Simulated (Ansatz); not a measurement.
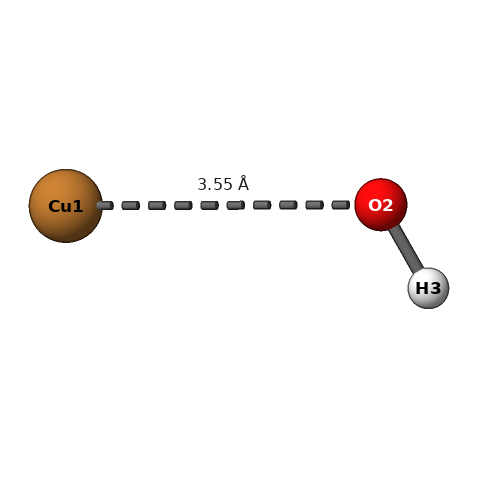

Two molecules or ions; the broken line marks their closest contact (measured against van der Waals radii). Charge 0, singlet. Geometry: a pair of rigid molecules at a changed separation. Program: Ansatz 0.2.0.

Which two species are they?

Cu and HO (`[Cu+].[OH-]`).

Give the counterpoise-corrected interaction energy (kcal/mol, monomers kept as in the pair) with ωB97M-V/def2-TZVPPD.

| level | interaction energy (kcal/mol) |
| --- | --- |
| ωB97M-V/def2-TZVPPD | −119.5 |
